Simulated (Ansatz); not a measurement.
# C2H6B radical (built from SMILES B.[CH]=C): a relaxation

Aim: see where a relaxation from this start ends.

Method: wB97X-V/pcseg-2, unrestricted; program: Ansatz 0.2.0, Gaussian basis.

1 further run of the same task is left out (it didn't finish).

## 1. The starting structure

The start, a first-order saddle point found at PBE0-D4 in triple zeta: 9 atoms, charge 0, spin multiplicity 2.

Atoms are counted from 1 here; the program's logs count them from 0.

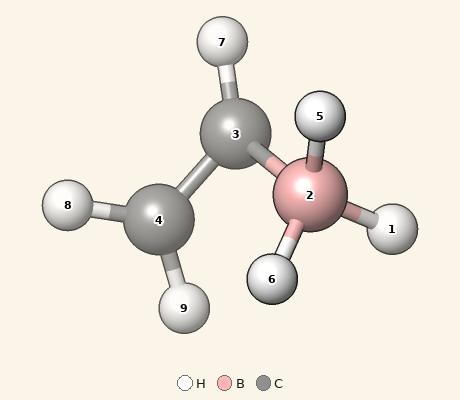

As it starts; hydrogen white, boron pink, carbon grey; atoms are numbered from 1 in the order of the file.

As a file:

```
H    -1.0095   -1.2583   -0.8372
B     0.0606   -0.9659   -0.3098
C     0.0523    0.6628   -0.6309
C    -0.2355    0.9552    0.6427
H     1.1124   -1.3099   -0.7865
H    -0.0137   -1.3655    0.8416
H     0.7350    1.1476   -1.3141
H     0.4282    1.5581    1.2673
H    -1.1299    0.5759    1.1268
```

## 2. The relaxation

Contents of run/in.yaml:

```yaml
crystal:
  periodic: [false, false, false]
  atoms:
    - {symbol: H, position_ang: [-1.009473, -1.258251, -0.837197]}
    - {symbol: B, position_ang: [0.060570, -0.965879, -0.309782]}
    - {symbol: C, position_ang: [0.052304, 0.662842, -0.630900]}
    - {symbol: C, position_ang: [-0.235495, 0.955152, 0.642714]}
    - {symbol: H, position_ang: [1.112419, -1.309911, -0.786500]}
    - {symbol: H, position_ang: [-0.013680, -1.365527, 0.841633]}
    - {symbol: H, position_ang: [0.735011, 1.147568, -1.314125]}
    - {symbol: H, position_ang: [0.428179, 1.558078, 1.267350]}
    - {symbol: H, position_ang: [-1.129935, 0.575929, 1.126807]}
basis:
  gaussian: {orbitals: pcseg-2}
magnetization: {spin_polarized: true, initial_magnetization: 1}
hamiltonian: {xc: {name: wB97X-V}}
relax: {f_tol: 0.03, max_steps: 60, escape_saddle: false}
```

Started as:

```console
ansatz run in.yaml --threads 2 --pin off --events-out ev --progress --plain --max-ram 4352MiB
```

Before running it: what results should come out? Wanted: energy change; last largest force; RMSD from the start.

The runs gave:

```
           quantity          value
              steps             17
      energy change  -153.6 kJ/mol
 last largest force    0.0254 eV/Å
RMSD from the start        0.657 Å
```

In words: It converged in 17 steps at a force tolerance of 0.03 eV/Å. It left the saddle and ended near the end structure of the step.
